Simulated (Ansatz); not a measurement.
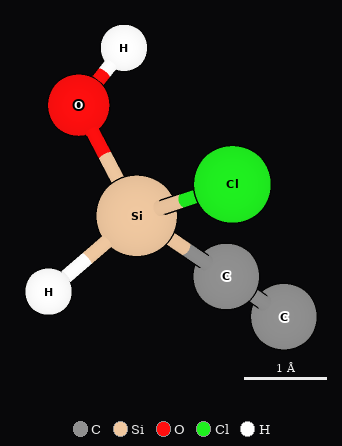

Fig. 1: The structure as given in the input (ball-and-stick view, seen at a tilt).

C2H2ClOSi: single-point calculation

System: C2H2ClOSi, multiplicity 2, SMILES [C]#C[SiH](O)Cl.
Method: UKS LC-wPBE/def2-TZVPP (Ansatz 0.2.0).

The geometry comes from this level: PBE0-D4/def2-TZVP.

**Input file**
```yaml
crystal:
  periodic: [false, false, false]
  atoms:
    - {symbol: C, position_ang: [0.436043, -2.141821, 1.499798]}
    - {symbol: C, position_ang: [0.286017, -1.083081, 0.928752]}
    - {symbol: Si, position_ang: [0.012682, 0.504789, 0.075764]}
    - {symbol: O, position_ang: [-1.071784, 0.346920, -1.124394]}
    - {symbol: Cl, position_ang: [1.835449, 1.107247, -0.629351]}
    - {symbol: H, position_ang: [-0.511051, 1.520731, 0.998869]}
    - {symbol: H, position_ang: [-0.926256, -0.322786, -1.795240]}
basis:
  gaussian: {orbitals: def2-TZVPP}
magnetization: {spin_polarized: true, initial_magnetization: 1}
hamiltonian: {xc: {name: LC-wPBE}}
output: {orbitals: {seedname: orbitals}}
```

Hardware: 4 threads of Arm Neoverse V1, 23 GiB of memory available, shared host.

Launch command:
```bash
ansatz run in.yaml --threads 4 --pin off --events-out ev --progress --plain --max-ram 10444MiB
```

**Log**
```
Functional definition: LC-wPBE
  name "LC-wPBE"
  cite "Vydrov & Scuseria, J. Chem. Phys. 125, 234109 (2006) doi:10.1063/1.2409292"
  cite "Heyd & Scuseria, J. Chem. Phys. 120, 7274 (2004) doi:10.1063/1.1668634"
  cite "Ernzerhof & Perdew, J. Chem. Phys. 109, 3313 (1998) doi:10.1063/1.476928"
  cite "Perdew, Burke & Ernzerhof, Phys. Rev. Lett. 77, 3865 (1996) doi:10.1103/PhysRevLett.77.3865"
  parent pbe
  parameter omega = 0.4/bohr
  exchange = pbe_x_sr(omega) + exact_x_lr(omega)
  correlation = pbe_c
1211 factors; their error is unknown
327 factors; integrals over basis functions are off by at most 3.4e-5 eV
mean field evaluation 1: about -24538.2268 eV, gradient 3.9e1 eV
mean field evaluation 2: about -24539.6574 eV, gradient 3.9e1 eV
mean field evaluation 4: about -24545.0004 eV, gradient 2.6e0 eV
mean field evaluation 8: about -24545.1819 eV, gradient 3.6e-1 eV
mean field evaluation 16: about -24545.1714 eV, gradient 2.9e-2 eV
mean field evaluation 32: about -24545.1715 eV, gradient 6.8e-5 eV
mean field -24545.17149641 eV, -902.0184151784 hartree, gradient 1.3e-5 eV, S^2 0.799332; 4 other end points of the search recorded, 0 dependent functions left out
reference -24545.17149642 eV, -902.0184151787 hartree; 27, 26 occupied and 178, 179 virtual orbitals, 1211 factors
Total energy: -24545.17149642 eV, -902.0184151787 hartree
```

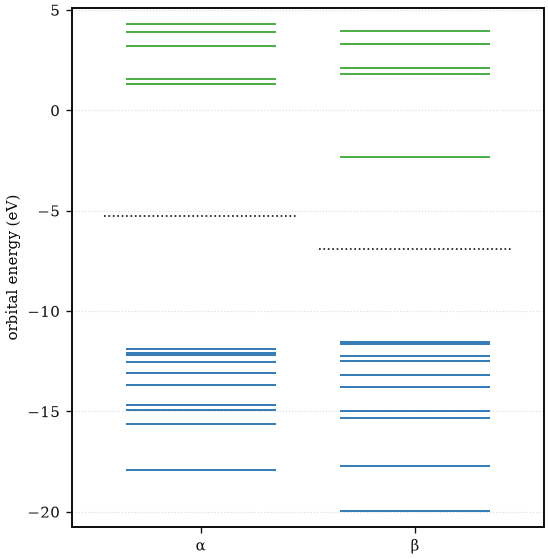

Fig. 2: Orbital energies near the frontier for α and β spins; the dotted line parts filled from empty levels, and levels within 0.02 eV of each other stand side by side. α: highest filled −11.89 eV, lowest empty 1.33 eV, 13.22 eV apart; β: highest filled −11.51 eV, lowest empty −2.30 eV, 9.21 eV apart.

**Key numbers**

- outcome: converged
- total energy: −24545.1715 eV
- ⟨S²⟩: 0.799
- SCF solution under orbital rotations: stable
- HOMO (either spin): −11.51 eV
- LUMO (either spin): −2.30 eV
- wall time: 11 s (CPU time 40 s)
- peak memory: 0.68 GiB
